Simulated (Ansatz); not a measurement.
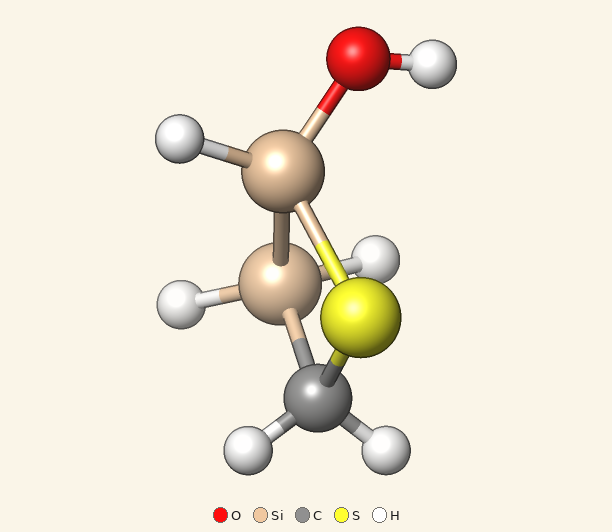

The geometry was computed by an optimisation with PBE0-D4/def2-TZVP. No frequency run is at hand to confirm it as a minimum. Program: Ansatz 0.2.0.

Tabulate HOMO–LUMO gap (eV) at these levels: B3LYP-D4/def2-TZVPP; PBE-D4/def2-TZVPP; PBE0-D4/def2-TZVPP; r2SCAN-D4/def2-TZVPP; ωB97M-V/def2-TZVPP; ωB97X-V/def2-TZVPP.

```csv
level,HOMO–LUMO gap (eV)
B3LYP-D4/def2-TZVPP,5.85
PBE-D4/def2-TZVPP,4.29
PBE0-D4/def2-TZVPP,6.27
r2SCAN-D4/def2-TZVPP,4.80
ωB97M-V/def2-TZVPP,10.06
ωB97X-V/def2-TZVPP,10.53
```
